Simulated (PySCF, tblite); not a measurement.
**C₈H₇Si radical: geometry, infrared bands and EPR parameters**

Wanted: the infrared bands and EPR parameters of C₈H₇Si radical (`C#C[SiH2]c1c[c]ccc1`), by calculation.

Programs: tblite 0.8.0 and PySCF 2.14.0, with density-fitted response routines of our own. Each step states its level of theory. These are calculated values for one molecule in the gas phase, unless marked as measured. Atoms count from 0, in the outputs and in this text.

## (1) Starting geometry

16 atoms, charge 0, multiplicity 2; geometry from: force field or distance geometry start.

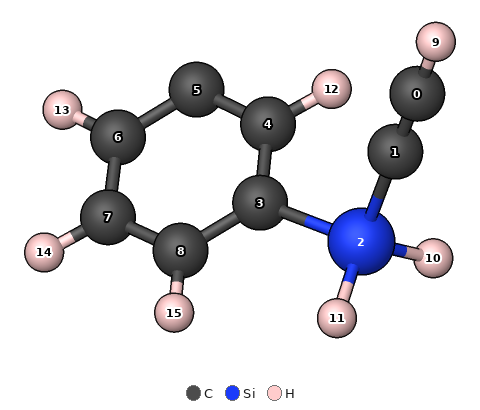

As it starts; carbon dark grey, silicon blue, hydrogen pink, atoms numbered.

## (2) Relaxing the molecule with GFN2-xTB

Job settings and geometry (Å):

```
{"job": {"kind": "relax", "xc": "GFN2-xTB", "basis": "xTB"}, "charge": 0, "multiplicity": 2}
C      2.900200     2.212700    -0.845000
C      2.478200     1.179700    -0.399200
Si     1.841800    -0.397900     0.306200
C     -0.002600    -0.395900     0.117200
C     -0.493500    -0.262900    -1.160700
C     -1.856300    -0.255600    -1.413700
C     -2.685500    -0.391200    -0.330200
C     -2.218300    -0.533100     0.977800
C     -0.854500    -0.545000     1.199800
H      3.251100     3.122700    -1.248500
H      2.401100    -1.522900    -0.431100
H      2.161900    -0.374300     1.725400
H      0.208000    -0.152800    -1.981400
H     -3.751000    -0.388100    -0.538700
H     -2.919900    -0.636100     1.800400
H     -0.468300    -0.650300     2.210100
```

Launch:

```bash
$ OMP_NUM_THREADS=1 python probes_run.py task.json out
```

This one command runs all jobs of the session in turn.

What it wrote:

```text
step      E/eV     max force
  0    -604.62739    2.142
  1    -604.70938    0.757
  2    -604.73984    0.482
  3    -604.76137    1.360
  4    -604.77223    1.231
  5    -604.78550    0.252
  6    -604.79040    0.152
  7    -604.79383    0.210
  8    -604.79667    0.161
  9    -604.79989    0.167
 10    -604.80268    0.142
 11    -604.80488    0.137
 12    -604.80643    0.099
 13    -604.80742    0.065
 14    -604.80794    0.057
 15    -604.80822    0.039
 16    -604.80842    0.034
 17    -604.80858    0.034
 18    -604.80873    0.032
 19    -604.80886    0.036
 20    -604.80897    0.028
 21    -604.80904    0.023
 22    -604.80910    0.021
 23    -604.80917    0.031
 24    -604.80926    0.036
 25    -604.80935    0.029
 26    -604.80943    0.022
 27    -604.80948    0.020
 28    -604.80952    0.022
 29    -604.80955    0.016
 30    -604.80957    0.011
 31    -604.80959    0.012
 32    -604.80961    0.014
 33    -604.80962    0.015
 34    -604.80963    0.010
```

It took 0.27 s on 1 thread of Arm Neoverse V1, shared host.

Along the way: (not every step is listed)

```csv
step,energy from step 0 (eV),largest force (eV/Å)
0,0.0000,2.1422
1,-0.0820,0.7567
2,-0.1124,0.4824
3,-0.1340,1.3598
4,-0.1448,1.2312
5,-0.1581,0.2518
6,-0.1630,0.1525
7,-0.1664,0.2097
8,-0.1693,0.1608
10,-0.1753,0.1420
12,-0.1790,0.0995
14,-0.1806,0.0568
16,-0.1810,0.0337
18,-0.1813,0.0324
20,-0.1816,0.0282
22,-0.1817,0.0212
24,-0.1819,0.0355
26,-0.1820,0.0216
28,-0.1821,0.0218
29,-0.1822,0.0160
30,-0.1822,0.0108
31,-0.1822,0.0115
32,-0.1822,0.0139
33,-0.1822,0.0151
34,-0.1822,0.0102
```

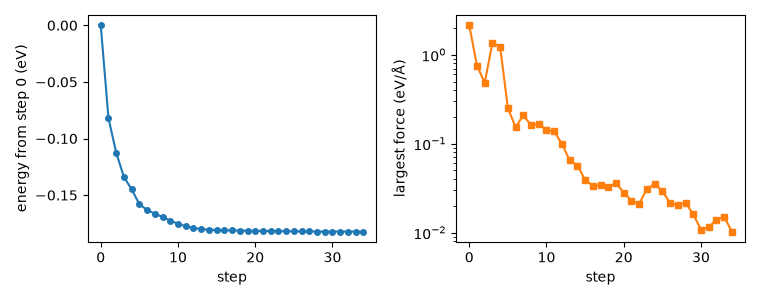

Energy and force, step by step.

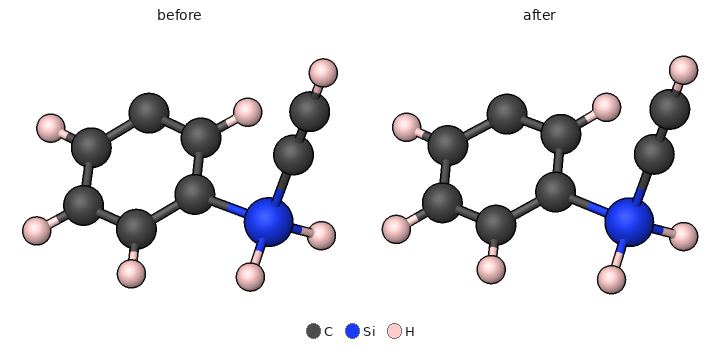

The geometry before (left) and after (right).

Close pairs (by a distance rule), those that changed most:

```csv
bond,before (Å),after (Å),change (Å)
Si2–C3,1.854,1.892,+0.038
C3–C4,1.375,1.403,+0.028
C4–C5,1.386,1.359,-0.027
Si2–H10,1.457,1.469,+0.012
Si2–H11,1.455,1.467,+0.012
C1–Si2,1.842,1.851,+0.009
C5–C6,1.371,1.365,-0.006
C6–H13,1.086,1.080,-0.006
```

The end geometry stands in the next job.

## (3) Harmonic vibrations with GFN2-xTB

Job settings and geometry (Å):

```
{"job": {"kind": "ir", "xc": "GFN2-xTB", "basis": "xTB"}, "charge": 0, "multiplicity": 2}
C      2.909384     2.220803    -0.857210
C      2.520780     1.190146    -0.375086
Si     1.890388    -0.392650     0.348131
C      0.015067    -0.392891     0.096039
C     -0.504115    -0.250808    -1.200060
C     -1.855095    -0.260187    -1.345302
C     -2.755510    -0.396136    -0.328118
C     -2.245741    -0.535263     0.960441
C     -0.875724    -0.531619     1.152584
H      3.254021     3.123131    -1.275581
H      2.492372    -1.516112    -0.381870
H      2.210874    -0.437011     1.778982
H      0.165554    -0.135050    -2.039578
H     -3.821517    -0.396121    -0.500926
H     -2.920179    -0.643108     1.799227
H     -0.488158    -0.638181     2.156918
```

What it wrote:

```text
mode    cm-1     km/mol
  1      -6.4      0.24
  2      61.5      0.08
  3     148.2      0.53
  4     204.2      0.13
  5     208.3      1.24
  6     267.1      9.25
  7     345.2      1.56
  8     383.6     10.90
  9     417.6      9.44
 10     487.2     97.92
 11     557.8      0.01
 12     574.8      2.52
 13     618.4      7.61
 14     649.7     22.56
 15     663.9     38.37
 16     679.4     20.87
 17     684.6     39.74
 18     728.9    390.68
 19     745.8     47.33
 20     768.4    270.50
 21     853.8      0.04
 22     875.5      0.16
 23     906.0      0.04
 24     940.2      2.52
 25    1095.4      7.06
 26    1103.9      5.72
 27    1139.6     26.51
 28    1170.6      0.54
 29    1233.8      1.23
 30    1270.8      4.18
 31    1395.2      2.88
 32    1430.9     16.03
 33    1497.3      0.52
 34    1601.1      0.27
 35    2206.6    165.96
 36    2208.9    269.16
 37    2223.7    232.09
 38    3048.3     18.49
 39    3060.3     64.71
 40    3063.3     15.50
 41    3073.3     48.28
 42    3351.5      1.79
```

Wall time 0.64 s (1 thread of Arm Neoverse V1, shared host).

Which atoms move in the most intense modes:

```csv
cm⁻¹,km/mol,atoms
487,97.9,"H11 29 %, H10 28 %, Si2 19 %"
729,390.7,"Si2 31 %, H11 17 %, H10 16 %"
768,270.5,"H10 46 %, H11 45 %"
2207,166.0,"C1 39 %, H10 29 %, C0 24 %"
2209,269.2,"H10 58 %, C1 17 %, C0 11 %"
2224,232.1,H11 87 %
3060,64.7,"H15 53 %, H14 21 %"
3073,48.3,H13 79 %
```

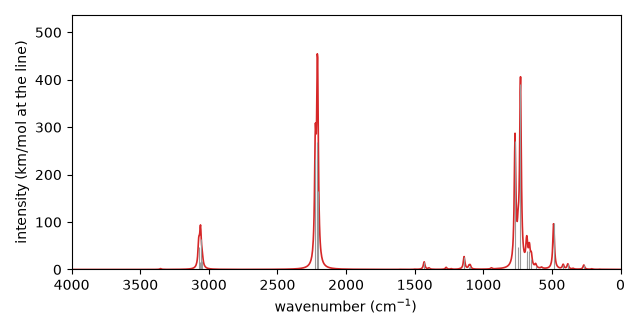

The infrared spectrum from these modes, unscaled. Lines are broadened to a width of 14 cm⁻¹ (Lorentzian).

## (4) EPR parameters: B3LYP/pcH-1

The job, as its differences from that of step 3:

```diff
@@ -1,2 +1,2 @@
-{"job": {"kind": "ir", "xc": "GFN2-xTB", "basis": "xTB"}, "charge": 0, "multiplicity": 2}
+{"job": {"kind": "epr", "basis": "pcH-1"}, "charge": 0, "multiplicity": 2}
 C      2.909384     2.220803    -0.857210
```

Level: UKS B3LYP, pcH-1 on C H Si, non-relativistic, mean-field spin-orbit, GIAO.

What it wrote:

```text
UKS, coarse grid
  cycle   1  E = -598.37604850  |g| = 3.68e-01
  cycle   2  E = -598.36386475  |g| = 3.97e-01
  cycle   3  E = -598.44272518  |g| = 8.06e-02
  cycle   4  E = -598.44379955  |g| = 6.63e-02
  cycle   5  E = -598.44610380  |g| = 1.00e-02
  cycle   6  E = -598.44615359  |g| = 5.98e-03
  cycle   7  E = -598.44617649  |g| = 2.16e-03
  cycle   8  E = -598.44618401  |g| = 1.34e-03
  cycle   9  E = -598.44618707  |g| = 5.59e-04
UKS, final grid
  cycle   1  E = -598.44618595  |g| = 6.02e-04
  cycle   2  E = -598.44618593  |g| = 9.62e-04
  cycle   3  E = -598.44618643  |g| = 2.23e-04
  cycle   4  E = -598.44618651  |g| = 1.99e-04
  cycle   5  E = -598.44618661  |g| = 1.17e-04
  cycle   6  E = -598.44618662  |g| = 2.37e-05
E = -598.44618662 Eh   <S^2> = 0.7567 (exact 0.7500)
g shifts (ppm)      1          2          3
  rmc          -163       -163       -163
  gc             30         10        -31
  oz_so        -637        -46        964
  total        -771       -199        770
hyperfine (MHz)  atom isotope    a_iso     a_fc   dipolar eigenvalues
    0   13C       0.15       0.15     -0.25     -0.13      0.37
    1   13C       0.35       0.35     -0.21     -0.13      0.34
    2  29Si     -10.54     -10.56     -3.51      1.73      1.78
    3   13C      40.45      40.46     -6.99     -3.05     10.04
    4   13C      12.75      12.76    -14.08     -2.33     16.41
    5   13C     391.66     391.78    -78.72    -62.64    141.36
    6   13C      14.55      14.56    -13.59     -2.42     16.01
    7   13C      44.06      44.07     -6.33     -2.42      8.74
    8   13C      -6.24      -6.24     -6.03      2.14      3.89
    9    1H      -0.12      -0.12     -0.39     -0.29      0.68
   10    1H       0.83       0.83     -0.91     -0.62      1.53
   11    1H       3.77       3.77     -0.78     -0.52      1.30
   12    1H      55.09      55.09     -6.86     -5.66     12.52
   13    1H      56.74      56.74     -6.86     -5.68     12.54
   14    1H      13.90      13.90     -3.15     -2.21      5.37
   15    1H       7.95       7.95     -1.63      0.28      1.35
```

It took 2 min on 1 thread of Arm Neoverse V1, shared host; peak memory 0.98 GiB.

Principal g values 2.00155, 2.00212, 2.00309; g(iso) = 2.00225, against 2.00232 for a free electron.

Hyperfine couplings; where a row names several nuclei, a(iso) is their mean (it holds for fast rotation or exchange) and the dipolar term the largest among them:

```csv
nuclei,isotope,a(iso) (MHz),"a(iso) (G, at g = 2.0023)",largest dipolar term (MHz)
C5,13C,391.7,139.8,141.4
H13,1H,56.7,20.2,12.5
H12,1H,55.1,19.7,12.5
C7,13C,44.1,15.7,8.7
C3,13C,40.4,14.4,10.0
C6,13C,14.6,5.2,16.0
H14,1H,13.9,5.0,5.4
C4,13C,12.8,4.5,16.4
Si2,29Si,-10.5,-3.8,-3.5
H15,1H,7.9,2.8,-1.6
C8,13C,-6.2,-2.2,-6.0
"H10, H11",1H,2.3,0.8,1.5
C1,13C,0.4,0.1,0.3
C0,13C,0.1,0.1,0.4
```

Mulliken spin populations:

C0 0.00; C1 0.00; Si2 0.01; C3 0.06; C4 -0.07; C5 1.00; C6 -0.07; C7 0.06; C8 -0.04; H9 0.00; H10 0.00; H11 0.00; H12 0.02; H13 0.02; H14 0.01; H15 0.00

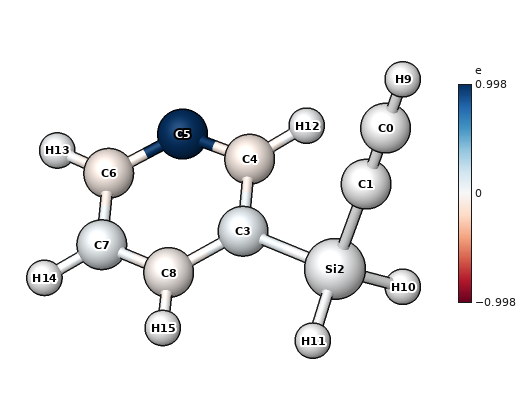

Mulliken spin populations, as colours on the atoms.

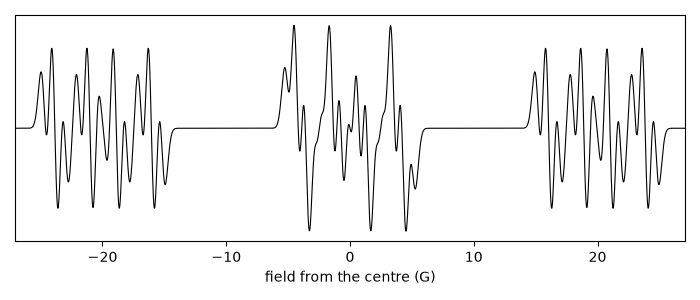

First-order isotropic spectrum (first derivative, main isotopes with spin only, couplings over 0.8 MHz, Gaussian width 0.3 G; couplings of the frozen geometry, rotation of groups not averaged beyond the rows shown).

The fields below are evaluated on a grid from the run's orbitals.

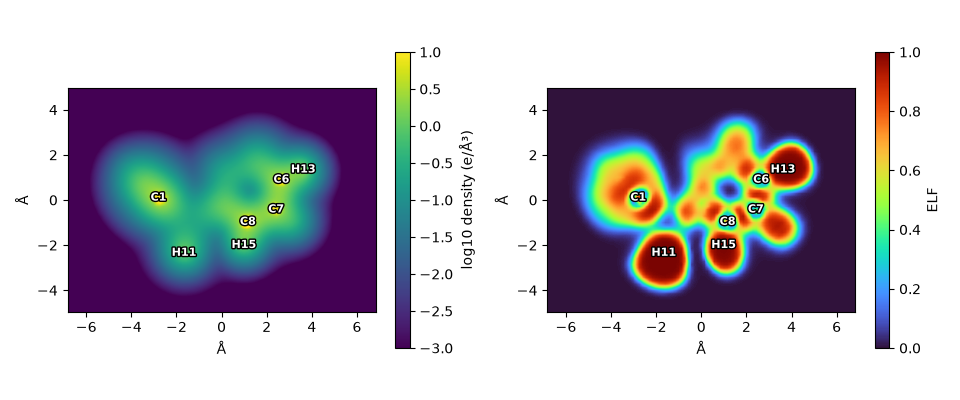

Density (left) and ELF (right) in a plane through or near 7 of the atoms.

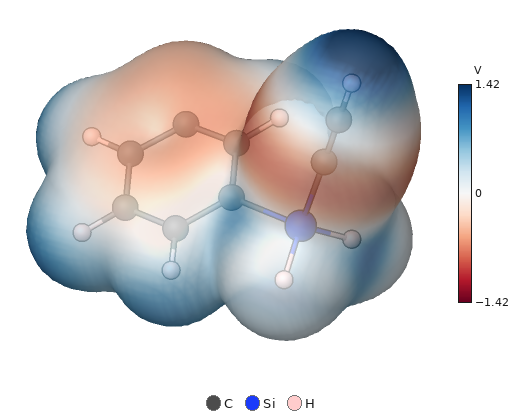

The potential that a unit positive charge feels on the 0.002 e/bohr³ surface, from -0.75 V near C0 to 1.42 V near H9.

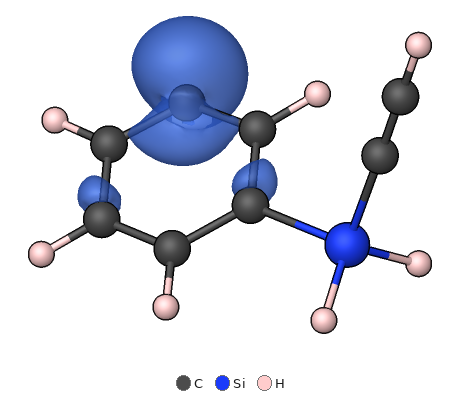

Spin density at ±0.05 e/Å³ (alpha excess blue, beta excess red).

## (5) Results

| quantity | value |
| --- | --- |
| strongest single infrared mode (GFN2-xTB) | 729 cm⁻¹, 391 km/mol |
| zero-point energy (GFN2-xTB) | 68.5 kcal/mol |
| g(iso) (B3LYP) | 2.00225 |
| ⟨S²⟩ | 0.757 (exact 0.75) |
| largest a(iso) (averaged by class) | 13C on C5, 391.7 MHz |
| surface potential, least and greatest | -0.75 V and 1.42 V |

The optimisation took 34 steps and gained 0.182 eV; among the close pairs (by a distance rule), Si2–C3 changed most, from 1.854 to 1.892 Å. The lowest mode is slightly imaginary (6i cm⁻¹), a soft motion within the noise of the Hessian, so the minimum is not strictly shown. The strongest single mode, at 729 cm⁻¹, has its largest shares on Si2, H11 and H10 (the list is cut at 3 atoms). Unscaled tight-binding wavenumbers are off by several per cent, some by more. Its intensities can rank the bands wrongly. Most of the unpaired spin sits on C5 (1.00 e). The isotropic g lies 0.1 ppt below the free-electron value.
